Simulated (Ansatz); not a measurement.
# Geometry relaxation, with input and output: AlH$_{2}$ClO$_{2}$

- system: AlH$_{2}$ClO$_{2}$
- method: RKS PBE0-D4/def2-SVP (Ansatz 0.2.0)

The input holds or restrains some coordinates. Figures and captions count atoms from 1; the log counts them from 0 in places.

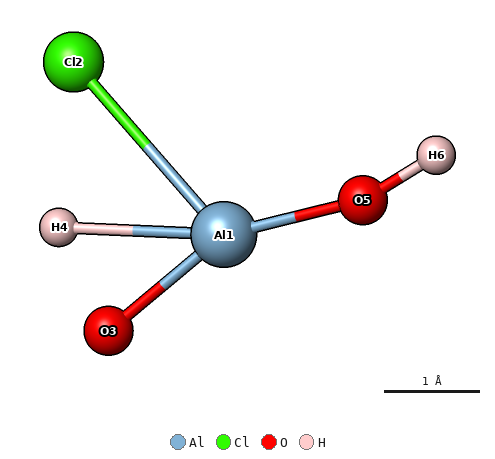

**Figure 1.** The structure as given in the input (ball-and-stick view, seen at a tilt; atoms are numbered from 1 in the order of the input). Sticks mark near contacts.

### Summary

- outcome: converged under the restraints of the input
- total energy: −23227.7549 eV
- mean-field energy: −23227.6639 eV
- dispersion energy: −0.0910 eV
- SCF solution under orbital rotations: stable
- largest force (length of the vector) at the end, held atoms and coordinates included: 3.350 eV/Å
- dipole moment: 4.08 D
- hardware: 2 threads of Arm Neoverse V2, 23 GiB of memory available, shared host
- wall time: 14 s (CPU time 26 s)
- peak memory: 0.14 GiB

### Input file
```yaml
crystal:
  periodic: [false, false, false]
  atoms:
    - {symbol: Al, position_ang: [0.090100, -0.112900, -0.361800]}
    - {symbol: Cl, position_ang: [0.107100, 0.088500, 2.232100]}
    - {symbol: O, position_ang: [1.280800, -1.197800, -0.101700]}
    - {symbol: H, position_ang: [1.047400, -0.881300, 1.107500]}
    - {symbol: O, position_ang: [-0.927000, 0.748300, -1.292700]}
    - {symbol: H, position_ang: [-1.598500, 1.355200, -1.583400]}
basis:
  gaussian: {orbitals: def2-SVP}
hamiltonian: {xc: pbe0, dispersion: d4}
relax: {f_tol: 0.08, max_steps: 120, escape_saddle: false, constraints: [{distance: [1, 3]}, {distance: [0, 1]}, {distance: [2, 3]}]}
```

Command:
```bash
ansatz run in.yaml --threads 2 --pin off --events-out ev --progress --plain --max-ram 4352MiB
```

### Output
```
Functional definition: PBE0
  name "PBE0"
  cite "Adamo & Barone, J. Chem. Phys. 110, 6158 (1999) doi:10.1063/1.478522"
  cite "Perdew, Burke & Ernzerhof, Phys. Rev. Lett. 77, 3865 (1996) doi:10.1103/PhysRevLett.77.3865"
  parent pbe
  parameter a = 0.25
  parameter kappa = 0.804
  parameter beta = 0.06672455060314922
  exchange = (1 - a)*pbe_x(kappa = kappa, mu = beta*pi^2/3) + a*exact_x
  correlation = pbe_c(beta = beta)
732 factors; integrals over basis functions are off by at most 4.3e-4 eV
mean field evaluation 1: about -23217.7508 eV, gradient 7.4e1 eV
mean field evaluation 2: about -23178.6471 eV, gradient 1.5e2 eV
mean field evaluation 4: about -23227.4259 eV, gradient 9.7e0 eV
mean field evaluation 8: about -23227.5877 eV, gradient 1.6e-1 eV
mean field evaluation 16: about -23227.5878 eV, gradient 1.0e-5 eV
mean field -23227.58777635 eV, -853.5981065563 hartree, gradient 1.0e-5 eV, S^2 0.000000; 0 other end points of the search recorded, 0 dependent functions left out
the calculation of the forces begins
reference -23227.58780297 eV, -853.5981075347 hartree; 24, 24 occupied and 50, 50 virtual orbitals, 732 factors
relax step   1: F+E_penalty+E_count = -23227.67876459 eV  Δ(F+E_penalty+E_count) = +0.000e0 eV  max|allowed force component| = 8.025e-1 eV/Å  Δτ_max = 0.0000 Å  (25 SCF iters, accepted)
  distance Cl 1 - H 3 held at 1.757669 Å   reaction = -4.5743e-1 eV/Å
  distance Al 0 - Cl 1 held at 2.601763 Å   reaction = +1.8749e0 eV/Å
  distance O 2 - H 3 held at 1.271539 Å   reaction = +2.6815e0 eV/Å
these checks for a lower state are left out or cut short: starts, cluster_reference, orbital_swaps, neighbouring_geometries, increment
732 factors; integrals over basis functions are off by at most 4.3e-4 eV
mean field -23227.62492327 eV, -853.5994716803 hartree, gradient 2.1e-5 eV, S^2 0.000000; 0 other end points of the search recorded, 0 dependent functions left out
[... from here on the field's lines of each further geometry are left out, up to the last ...]
relax step   2: F+E_penalty+E_count = -23227.71607948 eV  Δ(F+E_penalty+E_count) = -3.731e-2 eV  max|allowed force component| = 4.149e-1 eV/Å  Δτ_max = 0.0514 Å  (27 SCF iters, accepted)
relax step   3: F+E_penalty+E_count = -23227.72406158 eV  Δ(F+E_penalty+E_count) = -7.982e-3 eV  max|allowed force component| = 1.206e-1 eV/Å  Δτ_max = 0.0198 Å  (27 SCF iters, accepted)
relax step   4: F+E_penalty+E_count = -23227.72485066 eV  Δ(F+E_penalty+E_count) = -7.891e-4 eV  max|allowed force component| = 1.072e-1 eV/Å  Δτ_max = 0.0036 Å  (23 SCF iters, accepted)
relax step   5: F+E_penalty+E_count = -23227.73106888 eV  Δ(F+E_penalty+E_count) = -6.218e-3 eV  max|allowed force component| = 1.529e-1 eV/Å  Δτ_max = 0.0377 Å  (27 SCF iters, accepted)
relax step   6: F+E_penalty+E_count = -23227.63080207 eV  Δ(F+E_penalty+E_count) = +1.003e-1 eV  max|allowed force component| = 2.139e0 eV/Å  Δτ_max = 0.1987 Å  (32 SCF iters, rejected (line search))
relax step   7: F+E_penalty+E_count = -23227.74652100 eV  Δ(F+E_penalty+E_count) = -1.545e-2 eV  max|allowed force component| = 1.054e-1 eV/Å  Δτ_max = 0.0993 Å  (28 SCF iters, accepted)
relax step   8: F+E_penalty+E_count = -23227.75270195 eV  Δ(F+E_penalty+E_count) = -6.181e-3 eV  max|allowed force component| = 1.264e-1 eV/Å  Δτ_max = 0.0612 Å  (27 SCF iters, accepted)
relax step   9: F+E_penalty+E_count = -23227.75165700 eV  Δ(F+E_penalty+E_count) = +1.045e-3 eV  max|allowed force component| = 5.844e-1 eV/Å  Δτ_max = 0.0982 Å  (28 SCF iters, rejected (line search))
the calculation of the forces begins
reference -23227.66390712 eV, -853.6009043106 hartree; 24, 24 occupied and 50, 50 virtual orbitals, 732 factors
relax step  10: F+E_penalty+E_count = -23227.75483245 eV  Δ(F+E_penalty+E_count) = -2.130e-3 eV  max|allowed force component| = 7.374e-2 eV/Å  Δτ_max = 0.0491 Å  (27 SCF iters, accepted)
  distance Cl 1 - H 3 held at 1.757669 Å   reaction = -5.2260e-1 eV/Å
  distance Al 0 - Cl 1 held at 2.601763 Å   reaction = +1.8703e0 eV/Å
  distance O 2 - H 3 held at 1.271539 Å   reaction = +2.9129e0 eV/Å
732 factors; integrals over basis functions are off by at most 4.3e-4 eV
mean field evaluation 96: about -23227.6639 eV, gradient 1.2e-5 eV
```

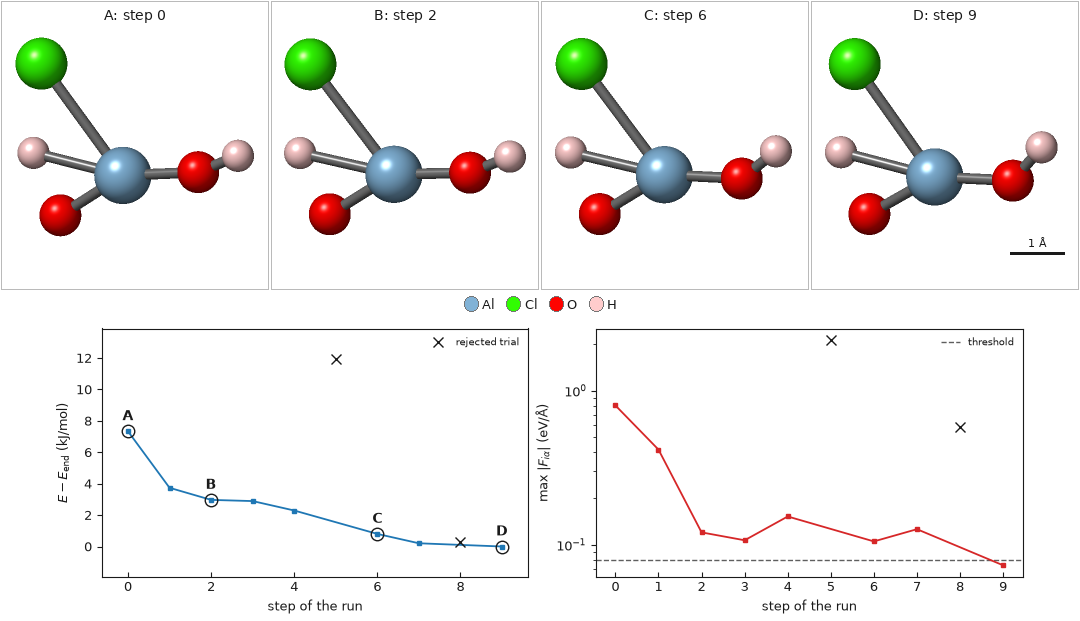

**Figure 2.** Frames of the restrained relaxation (ball-and-stick view, seen at a tilt) above the curves, on which the letters mark them (the first geometry is step 0 here and step 1 in the log).

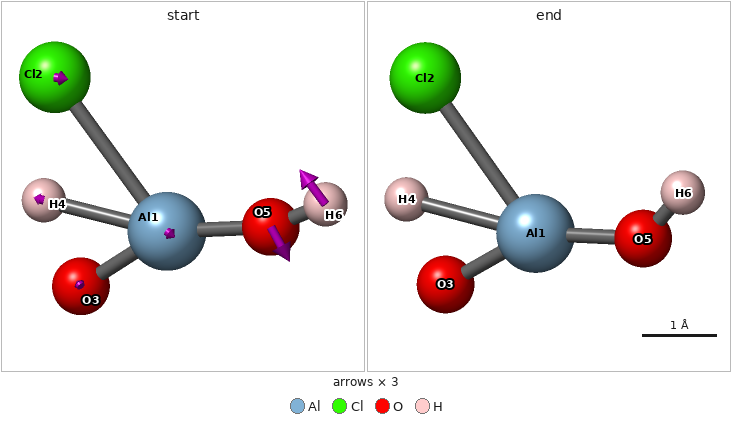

**Figure 3.** Before (left) and after (right) the restrained relaxation, at one scale (ball-and-stick view, seen at a tilt). The pink arrows give the displacements, magnified 3 times. H6 moves most after the best rigid fit: 0.20 Å. By element the largest moves are H 0.20 Å, O 0.18 Å, Cl 0.07 Å, Al 0.05 Å. Among the contacts that change: Al1–H4 1.915 → 2.002 Å, Al1–O5 1.626 → 1.662 Å, Al1–O3 1.632 → 1.666 Å, O5–H6 0.951 → 0.958 Å. Among the angles that change: Al1–O5–H6 162.8° → 135.2°, Cl2–Al1–O5 122.3° → 126.3°, H4–Al1–O5 164.8° → 168.8°. Over 9 geometry steps the energy falls by 7.34 kJ/mol. The largest force component goes from 0.8 to 0.074 eV/Å. The line search rejected the trial steps at points 5, 8 (counted from 0) and went back. (Atoms are counted from 1 in the order of the input.)

```
mean field -23227.66388071 eV, -853.6009033401 hartree, gradient 1.3e-5 eV, S^2 0.000000; 1 other end points of the search recorded, 0 dependent functions left out
the calculation of the forces begins
reference -23227.66390712 eV, -853.6009043106 hartree; 24, 24 occupied and 50, 50 virtual orbitals, 732 factors
Total energy: -23227.75485886 eV, -853.6042467253 hartree
Atom 0 at     0.079633    -0.103909    -0.407895 Å, force    -0.035156     0.102216     1.875994 eV/Å
Atom 1 at     0.066200     0.109832     2.185038 Å, force    -0.268342     0.177040    -1.549445 eV/Å
Atom 2 at     1.279044    -1.209468    -0.067761 Å, force    -0.406729     0.799751     2.766701 eV/Å
Atom 3 at     1.077839    -0.881383     1.144134 Å, force     0.697762    -1.088634    -3.090437 eV/Å
Atom 4 at    -0.908547     0.710266    -1.468102 Å, force    -0.054755     0.073743    -0.026083 eV/Å
Atom 5 at    -1.594270     1.374662    -1.385414 Å, force     0.067220    -0.064117     0.023271 eV/Å
Dipole moment:    -0.507394     0.464591    -0.497352 e Å
```

### Trajectory as extended XYZ (Å, eV, eV/Å), 10 frames, from step=1 to step=10
```
6
Properties=species:S:1:pos:R:3:forces:R:3 step=1 energy=-23227.67877
Al    0.0901   -0.1129   -0.3618   -0.7902   0.8738   1.7109
Cl    0.1071    0.0885    2.2321   -0.1953   0.0407  -1.6788
O     1.2808   -1.1978   -0.1017    0.2535   0.0075   2.9556
H     1.0474   -0.8813    1.1075    0.9969  -1.1412  -2.6456
O    -0.9270    0.7483   -1.2927   -0.3019   0.2486  -0.4105
H    -1.5985    1.3552   -1.5834    0.0370  -0.0294   0.0684
6
Properties=species:S:1:pos:R:3:forces:R:3 step=2 energy=-23227.71608
Al    0.0733   -0.0994   -0.3634   -0.3411   0.4767   1.8812
Cl    0.1199    0.0765    2.2319   -0.2601   0.1080  -1.5641
O     1.2762   -1.1920   -0.0866   -0.0199   0.2537   2.8686
H     1.0798   -0.9081    1.1371    0.7367  -0.9288  -2.9867
O    -0.9395    0.7592   -1.3118   -0.1067   0.0779  -0.2529
H    -1.6098    1.3638   -1.6071   -0.0089   0.0125   0.0539
6
Properties=species:S:1:pos:R:3:forces:R:3 step=3 energy=-23227.72406
Al    0.0645   -0.0912   -0.3609   -0.0241   0.1816   1.9129
Cl    0.1268    0.0695    2.2351   -0.2997   0.1515  -1.5266
O     1.2784   -1.1946   -0.0789   -0.3653   0.5812   2.7900
H     1.0931   -0.9176    1.1482    0.6685  -0.8902  -3.1135
O    -0.9463    0.7648   -1.3239    0.0400  -0.0470  -0.1206
H    -1.6165    1.3692   -1.6196   -0.0194   0.0229   0.0577
6
Properties=species:S:1:pos:R:3:forces:R:3 step=4 energy=-23227.72485
Al    0.0620   -0.0901   -0.3586    0.0458   0.1278   1.9097
Cl    0.1287    0.0688    2.2374   -0.3110   0.1553  -1.5316
O     1.2798   -1.1943   -0.0791   -0.4522   0.6444   2.7874
H     1.0921   -0.9183    1.1479    0.6895  -0.8948  -3.1200
O    -0.9456    0.7646   -1.3274    0.0449  -0.0531  -0.1072
H    -1.6171    1.3693   -1.6201   -0.0170   0.0205   0.0616
6
Properties=species:S:1:pos:R:3:forces:R:3 step=5 energy=-23227.73107
Al    0.0554   -0.0832   -0.3537    0.1388   0.0416   1.9163
Cl    0.1302    0.0681    2.2426   -0.3399   0.1816  -1.5382
O     1.2740   -1.1893   -0.0815   -0.4638   0.6578   2.8332
H     1.0891   -0.9161    1.1465    0.7035  -0.9092  -3.1524
O    -0.9338    0.7519   -1.3609    0.1144  -0.1161  -0.0830
H    -1.6150    1.3686   -1.5929   -0.1529   0.1443   0.0240
6
Properties=species:S:1:pos:R:3:forces:R:3 step=6 energy=-23227.63080 accepted=F
Al    0.0386   -0.0665   -0.3507    0.2406  -0.0723   1.6117
Cl    0.1179    0.0813    2.2457   -0.4492   0.2776  -1.5721
O     1.2564   -1.1739   -0.0856   -0.4517   0.6553   3.0583
H     1.0702   -0.9012    1.1424    0.8034  -1.0031  -3.2706
O    -0.8711    0.6846   -1.5371   -2.1388   2.0043   0.5220
H    -1.6121    1.3757   -1.4147    1.9957  -1.8617  -0.3493
6
Properties=species:S:1:pos:R:3:forces:R:3 step=7 energy=-23227.74652
Al    0.0631   -0.0911   -0.3712    0.0054   0.1517   1.8064
Cl    0.1078    0.0872    2.2241   -0.3333   0.1765  -1.5564
O     1.2775   -1.1932   -0.0771   -0.4577   0.6607   2.8452
H     1.0777   -0.9052    1.1452    0.7599  -0.9662  -3.1278
O    -0.9126    0.7273   -1.4273   -0.0796   0.0684  -0.0557
H    -1.6136    1.3749   -1.4937    0.1053  -0.0910   0.0884
6
Properties=species:S:1:pos:R:3:forces:R:3 step=8 energy=-23227.75270
Al    0.0712   -0.1000   -0.3943    0.1106   0.0606   1.9371
Cl    0.0866    0.1045    2.1994   -0.3115   0.1592  -1.5419
O     1.2840   -1.1987   -0.0710   -0.5213   0.7180   2.7871
H     1.0727   -0.9000    1.1468    0.7641  -0.9721  -3.1255
O    -0.9080    0.7198   -1.4479   -0.1264   0.1096  -0.1076
H    -1.6065    1.3745   -1.4330    0.0844  -0.0752   0.0507
6
Properties=species:S:1:pos:R:3:forces:R:3 step=9 energy=-23227.75166 accepted=F
Al    0.0831   -0.1149   -0.4198    0.0559   0.1172   1.8799
Cl    0.0570    0.1303    2.1703   -0.2827   0.1245  -1.5727
O     1.2938   -1.2062   -0.0675   -0.6003   0.7765   2.7633
H     1.0549   -0.8850    1.1394    0.8692  -1.0518  -3.0410
O    -0.8967    0.7066   -1.4865   -0.5844   0.5508   0.0827
H    -1.5921    1.3693   -1.3360    0.5423  -0.5171  -0.1122
6
Properties=species:S:1:pos:R:3:forces:R:3 step=10 energy=-23227.75483
Al    0.0796   -0.1039   -0.4079   -0.0352   0.1022   1.8760
Cl    0.0662    0.1098    2.1850   -0.2683   0.1770  -1.5494
O     1.2790   -1.2095   -0.0678   -0.4067   0.7998   2.7667
H     1.0778   -0.8814    1.1441    0.6978  -1.0886  -3.0904
O    -0.9085    0.7103   -1.4681   -0.0548   0.0737  -0.0261
H    -1.5943    1.3747   -1.3854    0.0672  -0.0641   0.0233
```
